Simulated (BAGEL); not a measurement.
**A workflow on singlet C2H2FSi+**

We compute a single-point energy (singlet C2H2FSi+, HF/def2-SV(P)), then the energy (doublet C2H2FSi, NEVPT2(3,3)/def2-SV(P)), then a single-point energy (doublet C2H2FSi, CASPT2(3,3)/def2-SV(P)) of C2H2FSi. 

The results are computed with BAGEL 1.2.2.

**1. The molecule**

The species is C2H2FSi+ (6 atoms), meant as a singlet with charge +1. SMILES of the parent species: `C#C[SiH]F`. The Si3–H6 distance was set to 1.708 Å, away from the relaxed value. That shape belongs to the parent species and isn't relaxed for this state.

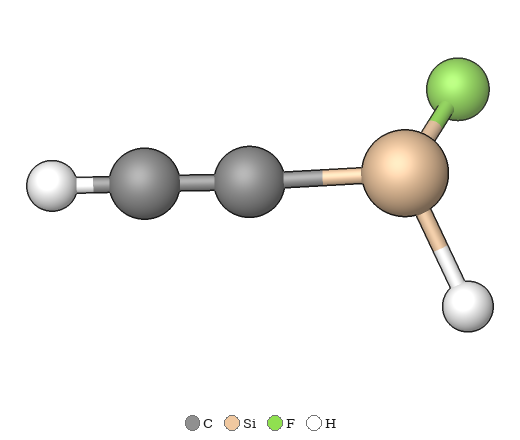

The structure, seen from a chosen angle (carbon grey, silicon light orange, fluorine green, hydrogen white).

**2. The energy at HF/def2-SV(P) (density fitting with svp-jkfit) (run 1)**

Contents of input.json:

```json
{ "bagel": [

{
  "title": "molecule",
  "basis": "def2-sv_p_.json",
  "df_basis": "svp-jkfit",
  "geometry": [
    { "atom": "C", "xyz": [     0.36357575,    -1.68113060,    -3.05573061 ] },
    { "atom": "C", "xyz": [     0.36792212,    -0.79995130,    -0.94755214 ] },
    { "atom": "Si", "xyz": [     0.77969344,     0.48581835,     2.18731453 ] },
    { "atom": "F", "xyz": [    -0.76289000,    -1.17525091,     4.18664477 ] },
    { "atom": "H", "xyz": [     0.32993862,    -2.45440653,    -4.91635495 ] },
    { "atom": "H", "xyz": [    -0.29687597,     3.52320539,     2.35138622 ] }
  ]
},

{
  "title": "hf",
  "charge": 1
},

{
  "title": "print",
  "file": "orbitals.molden",
  "orbitals": true
}

]}
```

The basis set def2-SV(P) is read from a file made from the Basis Set Exchange's data (not shown).

The run is started by

```console
BAGEL_NUM_THREADS=1 BAGEL input.json > input.out
```

What it wrote:

```text
* using 1 threads per process

  ===============================================================
  ===============================================================

  *** Geometry ***

  { "atom" : "C", "xyz" : [      0.363576,     -1.681131,     -3.055731 ] },
  { "atom" : "C", "xyz" : [      0.367922,     -0.799951,     -0.947552 ] },
  { "atom" : "Si", "xyz" : [      0.779693,      0.485818,      2.187315 ] },
  { "atom" : "F", "xyz" : [     -0.762890,     -1.175251,      4.186645 ] },
  { "atom" : "H", "xyz" : [      0.329939,     -2.454407,     -4.916355 ] },
  { "atom" : "H", "xyz" : [     -0.296876,      3.523205,      2.351386 ] },

  Number of auxiliary basis functions:      391

  Since a DF basis is specified, we compute 2- and 3-index integrals:
    o Being stored without compression. Storage requirement is 0.013 GB

  Number of basis functions:       64
  Number of electrons      :       37

    * METHOD: MOLECULE                             0.14

  *** RHF ***

  === Nuclear Repulsion ===
   129.6898408350

      * DIIS with orbital gradients will be used.

  === RHF iteration (def2-sv_p_.json) ===
      0       -464.44854274          0.02477679           0.03
      1       -464.58384489          0.01672612           0.03
      2       -464.65890972          0.00228525           0.03
      3       -464.66079295          0.00098596           0.03
      4       -464.66112816          0.00024103           0.03
      5       -464.66116082          0.00012865           0.04
      6       -464.66117454          0.00007842           0.03
      7       -464.66118471          0.00003068           0.03
      8       -464.66118608          0.00001491           0.03
      9       -464.66118629          0.00000832           0.03
     10       -464.66118636          0.00000334           0.03
     11       -464.66118636          0.00000158           0.03
     12       -464.66118637          0.00000064           0.03
     13       -464.66118637          0.00000029           0.03
     14       -464.66118637          0.00000013           0.03
     15       -464.66118637          0.00000009           0.03
     16       -464.66118637          0.00000006           0.03
     17       -464.66118637          0.00000003           0.03
     18       -464.66118637          0.00000001           0.03
     19       -464.66118637          0.00000001           0.03
    * SCF iteration converged.

    * Permanent dipole moment:
           (   -1.243182,    -0.856294,     0.625542) a.u.

    * METHOD: HF                                   0.76

    * METHOD: PRINT                                0.01

  ===============================================================
```

It took 1.1 s on 1 thread of Arm Neoverse V1, shared host; peak memory 0.14 GiB.

**3. Doublet neutral C2H2FSi: a single-point energy at NEVPT2(3,3)/def2-SV(P) (density fitting with svp-jkfit) (run 2)**

Contents of job.json:

```json
{ "bagel": [

{
  "title": "molecule",
  "basis": "def2-sv_p_.json",
  "df_basis": "svp-jkfit",
  "geometry": [
    { "atom": "C", "xyz": [     0.36357575,    -1.68113060,    -3.05573061 ] },
    { "atom": "C", "xyz": [     0.36792212,    -0.79995130,    -0.94755214 ] },
    { "atom": "Si", "xyz": [     0.77969344,     0.48581835,     2.18731453 ] },
    { "atom": "F", "xyz": [    -0.76289000,    -1.17525091,     4.18664477 ] },
    { "atom": "H", "xyz": [     0.32993862,    -2.45440653,    -4.91635495 ] },
    { "atom": "H", "xyz": [    -0.29687597,     3.52320539,     2.35138622 ] }
  ]
},

{ "title": "hf", "charge": 1 },

{ "title": "casscf", "nstate": 1, "nact": 3, "nclosed": 17, "nspin": 1, "active": [16, 19, 21], "maxiter": 200, "natocc": true },

{
  "title": "nevpt2",
  "nstate": 1,
  "nact": 3,
  "nclosed": 17,
  "nspin": 1,
  "active": [16, 19, 21],
  "maxiter": 200,
  "natocc": true,
  "ncore": 8
},

{ "title": "print", "file": "orbitals.molden", "orbitals": true }

]}
```

The basis set def2-SV(P) is read from a file made from the Basis Set Exchange's data (not shown).

The run is started by

```console
BAGEL_NUM_THREADS=1 BAGEL job.json > job.out
```

What it wrote:

```text
* using 1 threads per process

  ===============================================================
  ===============================================================

  *** Geometry ***

  { "atom" : "C", "xyz" : [      0.363576,     -1.681131,     -3.055731 ] },
  { "atom" : "C", "xyz" : [      0.367922,     -0.799951,     -0.947552 ] },
  { "atom" : "Si", "xyz" : [      0.779693,      0.485818,      2.187315 ] },
  { "atom" : "F", "xyz" : [     -0.762890,     -1.175251,      4.186645 ] },
  { "atom" : "H", "xyz" : [      0.329939,     -2.454407,     -4.916355 ] },
  { "atom" : "H", "xyz" : [     -0.296876,      3.523205,      2.351386 ] },

  Number of auxiliary basis functions:      391

  Since a DF basis is specified, we compute 2- and 3-index integrals:
    o Being stored without compression. Storage requirement is 0.013 GB

  Number of basis functions:       64
  Number of electrons      :       37

    * METHOD: MOLECULE                             0.13

  *** RHF ***

  === Nuclear Repulsion ===
   129.6898408350

      * DIIS with orbital gradients will be used.

  === RHF iteration (def2-sv_p_.json) ===
      0       -464.44854274          0.02477679           0.03
      1       -464.58384489          0.01672612           0.03
      2       -464.65890972          0.00228525           0.03
      3       -464.66079295          0.00098596           0.03
      4       -464.66112816          0.00024103           0.03
      5       -464.66116082          0.00012865           0.03
      6       -464.66117454          0.00007842           0.03
      7       -464.66118471          0.00003068           0.03
      8       -464.66118608          0.00001491           0.03
      9       -464.66118629          0.00000832           0.03
     10       -464.66118636          0.00000334           0.03
     11       -464.66118636          0.00000158           0.03
     12       -464.66118637          0.00000064           0.03
     13       -464.66118637          0.00000029           0.03
     14       -464.66118637          0.00000013           0.03
     15       -464.66118637          0.00000009           0.03
     16       -464.66118637          0.00000006           0.03
     17       -464.66118637          0.00000003           0.03
     18       -464.66118637          0.00000001           0.03
     19       -464.66118637          0.00000001           0.03
    * SCF iteration converged.

    * Permanent dipole moment:
           (   -1.243182,    -0.856294,     0.625542) a.u.

    * METHOD: HF                                   0.75

  ---------------------------
      CASSCF calculation
  ---------------------------

    ==== Active orbitals : =====
         Orbital 16
         Orbital 19
         Orbital 21
    ============================

    * nstate   :      1
    * nclosed  :     17
    * nact     :      3
    * nvirt    :     44
  === CASSCF iteration (def2-sv_p_.json) ===

    * Using the second-order algorithm

      0  0      -464.94876201     1.39e-02      0.02

      1  0      -464.98091007     1.31e-03      0.20

      2  0      -464.99252881     1.10e-03      0.18

      3  0      -464.99456504     1.71e-04      0.18

      4  0      -464.99461253     4.99e-05      0.19

      5  0      -464.99461373     1.27e-05      0.20

      6  0      -464.99461378     3.05e-06      0.19

      7  0      -464.99461378     7.46e-07      0.20

      8  0      -464.99461378     1.96e-07      0.20

      9  0      -464.99461378     5.56e-08      0.18

     10  0      -464.99461378     1.68e-08      0.16

     11  0      -464.99461378     5.28e-09      0.15

    * Second-order optimization converged. *

     guess   0:   closed 1..                  open .1.

  === FCI iteration ===

      0  0      -464.97580647     4.74e-02      0.00
      1  0      -464.99456152     1.93e-03      0.00
      2  0      -464.99461219     3.79e-04      0.00
      3  0      -464.99461375     4.00e-05      0.00
      4  0      -464.99461378     4.63e-06      0.00
      5  0      -464.99461378     9.16e-07      0.00
      6  0      -464.99461378     4.58e-08      0.00
      7  0 *    -464.99461378     8.05e-16      0.00

     * ci vector, state   0, <S^2> = 0.7500
       2a.     0.9912090524
       .a2     0.1139611813

    * METHOD: CASSCF                               2.12

    * freezing 8 orbitals

  === DF-NEVPT2 calculation ===

    * 3-index integral transformation done
    * assembly done

      NEVPT2 correlation energy:   -0.4787518375      0.08

          (+0)     -0.4272484542
          (+0)'    -0.0049738224
          (+1)     -0.0162629416
          (+1)'    -0.0001518181
          (+2)     -0.0002824834
          (-1)     -0.0217687355
          (-1)'    -0.0021290067
          (-2)     -0.0059345756

      NEVPT2 total energy:       -465.4733656169

    * METHOD: NEVPT2                               0.15

    * METHOD: PRINT                                0.01

  ===============================================================
```

Run time: 3.3 s. Hardware: 1 thread of Arm Neoverse V1, shared host; peak memory 0.14 GiB.

**4. Doublet neutral C2H2FSi: a single-point energy at CASPT2(3,3)/def2-SV(P) (density fitting with svp-jkfit) (run 3)**

Contents of input.json:

```json
{ "bagel" : [

{
  "title" : "molecule",
  "basis" : "def2-sv_p_.json",
  "df_basis" : "svp-jkfit",
  "angstrom" : false,
  "geometry" : [
    { "atom" : "C", "xyz" : [  0.36357575, -1.68113060, -3.05573061 ] },
    { "atom" : "C", "xyz" : [  0.36792212, -0.79995130, -0.94755214 ] },
    { "atom" : "Si", "xyz" : [  0.77969344,  0.48581835,  2.18731453 ] },
    { "atom" : "F", "xyz" : [ -0.76289000, -1.17525091,  4.18664477 ] },
    { "atom" : "H", "xyz" : [  0.32993862, -2.45440653, -4.91635495 ] },
    { "atom" : "H", "xyz" : [ -0.29687597,  3.52320539,  2.35138622 ] }
  ]
},
{
  "title" : "hf",
  "charge" : 1
},
{
  "title" : "casscf",
  "nstate" : 1,
  "nact" : 3,
  "nclosed" : 17,
  "nspin" : 1,
  "active" : [16, 19, 21],
  "maxiter" : 200,
  "natocc" : true
},
{
  "title" : "print",
  "file" : "orbitals.molden",
  "orbitals" : true
},
{
  "title" : "smith",
  "method" : "caspt2",
  "ms" : true,
  "xms" : true,
  "sssr" : true,
  "shift" : 0.2,
  "shift_imag" : true,
  "ncore" : 8
}

]}
```

The basis set def2-SV(P) is read from a file made from the Basis Set Exchange's data (not shown).

The run is started by

```console
BAGEL_NUM_THREADS=1 BAGEL input.json > input.out
```

What it wrote:

```text
* using 1 threads per process

  ===============================================================
  ===============================================================

  *** Geometry ***

  { "atom" : "C", "xyz" : [      0.363576,     -1.681131,     -3.055731 ] },
  { "atom" : "C", "xyz" : [      0.367922,     -0.799951,     -0.947552 ] },
  { "atom" : "Si", "xyz" : [      0.779693,      0.485818,      2.187315 ] },
  { "atom" : "F", "xyz" : [     -0.762890,     -1.175251,      4.186645 ] },
  { "atom" : "H", "xyz" : [      0.329939,     -2.454407,     -4.916355 ] },
  { "atom" : "H", "xyz" : [     -0.296876,      3.523205,      2.351386 ] },

  Number of auxiliary basis functions:      391

  Since a DF basis is specified, we compute 2- and 3-index integrals:
    o Being stored without compression. Storage requirement is 0.013 GB

  Number of basis functions:       64
  Number of electrons      :       37

    * METHOD: MOLECULE                             0.13

  *** RHF ***

  === Nuclear Repulsion ===
   129.6898408350

      * DIIS with orbital gradients will be used.

  === RHF iteration (def2-sv_p_.json) ===
      0       -464.44854274          0.02477679           0.03
      1       -464.58384489          0.01672612           0.03
      2       -464.65890972          0.00228525           0.04
      3       -464.66079295          0.00098596           0.03
      4       -464.66112816          0.00024103           0.03
      5       -464.66116082          0.00012865           0.03
      6       -464.66117454          0.00007842           0.03
      7       -464.66118471          0.00003068           0.03
      8       -464.66118608          0.00001491           0.03
      9       -464.66118629          0.00000832           0.03
     10       -464.66118636          0.00000334           0.03
     11       -464.66118636          0.00000158           0.03
     12       -464.66118637          0.00000064           0.03
     13       -464.66118637          0.00000029           0.03
     14       -464.66118637          0.00000013           0.03
     15       -464.66118637          0.00000009           0.03
     16       -464.66118637          0.00000006           0.03
     17       -464.66118637          0.00000003           0.03
     18       -464.66118637          0.00000001           0.03
     19       -464.66118637          0.00000001           0.03
    * SCF iteration converged.

    * Permanent dipole moment:
           (   -1.243182,    -0.856294,     0.625542) a.u.

    * METHOD: HF                                   0.71

  ---------------------------
      CASSCF calculation
  ---------------------------

    ==== Active orbitals : =====
         Orbital 16
         Orbital 19
         Orbital 21
    ============================

    * nstate   :      1
    * nclosed  :     17
    * nact     :      3
    * nvirt    :     44
  === CASSCF iteration (def2-sv_p_.json) ===

    * Using the second-order algorithm

      0  0      -464.94876201     1.39e-02      0.02

      1  0      -464.98091007     1.31e-03      0.20

      2  0      -464.99252881     1.10e-03      0.19

      3  0      -464.99456504     1.71e-04      0.18

      4  0      -464.99461253     4.99e-05      0.18

      5  0      -464.99461373     1.27e-05      0.20

      6  0      -464.99461378     3.05e-06      0.19

      7  0      -464.99461378     7.46e-07      0.19

      8  0      -464.99461378     1.96e-07      0.19

      9  0      -464.99461378     5.56e-08      0.18

     10  0      -464.99461378     1.68e-08      0.17

     11  0      -464.99461378     5.28e-09      0.15

    * Second-order optimization converged. *

     guess   0:   closed 1..                  open .1.

  === FCI iteration ===

      0  0      -464.97580647     4.74e-02      0.00
      1  0      -464.99456152     1.93e-03      0.00
      2  0      -464.99461219     3.79e-04      0.00
      3  0      -464.99461375     4.00e-05      0.00
      4  0      -464.99461378     4.63e-06      0.00
      5  0      -464.99461378     9.16e-07      0.00
      6  0      -464.99461378     4.58e-08      0.00
      7  0 *    -464.99461378     8.05e-16      0.00

     * ci vector, state   0, <S^2> = 0.7500
       2a.     0.9912090524
       .a2     0.1139611813

    * METHOD: CASSCF                               2.10

    * METHOD: PRINT                                0.01

  === SMITH program ===

    * freezing 8 orbitals

    * Approximate memory requirement for SMITH calulation per MPI process:
      o Storage requirement for T-amplitude, lambda, and residual is 0.01 GB
      o Storage requirement for MO integrals is 0.00 GB
    * Calculating and saving rdm4f

    * Zeroth order energy : state  0       -1.1312188101

    * CASPT2 iteration is performed using orthogonal basis

      -------------------------------------------  CASPT2 iteration  ---------------------------------------------------
       #      aibj      arbs      arbi      airj      risj      airs      arst      rist         Etot      error   time
      ------------------------------------------------------------------------------------------------------------------

       0  -0.42657  -0.00770  -0.02350  -0.01857  -0.00045  -0.00480  -0.00212  -0.00014   -0.4838369  0.0013679   0.04
       1  -0.42690  -0.00774  -0.02355  -0.01874  -0.00048  -0.00489  -0.00217  -0.00014   -0.4846036  0.0002280   0.03
       2  -0.42690  -0.00774  -0.02355  -0.01875  -0.00048  -0.00489  -0.00217  -0.00015   -0.4846263  0.0000472   0.03
       3  -0.42690  -0.00774  -0.02356  -0.01875  -0.00048  -0.00489  -0.00217  -0.00015   -0.4846271  0.0000097   0.03
       4  -0.42690  -0.00774  -0.02356  -0.01875  -0.00048  -0.00489  -0.00217  -0.00015   -0.4846272  0.0000020   0.04
       5  -0.42690  -0.00774  -0.02356  -0.01875  -0.00048  -0.00489  -0.00217  -0.00015   -0.4846272  0.0000004   0.04

      ------------------------------------------------------------------------------------------------------------------

    * CASPT2 energy : state  0     -465.4822755034
        w/o shift correction       -465.4792409562
        reference weight              0.8576187654

    * METHOD: SMITH                                0.32

  ===============================================================
```

It took 3.6 s on 1 thread of Arm Neoverse V1, shared host; peak memory 0.14 GiB.

**5. Summary of results**

```
                                    quantity          value
          run 1, HF/def2-SV(P): total energy  -464.66119 Eh
           run 1, HF/def2-SV(P): HOMO energy      -17.35 eV
           run 1, HF/def2-SV(P): LUMO energy       -7.66 eV
         run 1, HF/def2-SV(P): HOMO–LUMO gap        9.69 eV
doublet neutral C2H2FSi, run 2: total energy  -465.47337 Eh
doublet neutral C2H2FSi, run 3: total energy  -465.48228 Eh
```
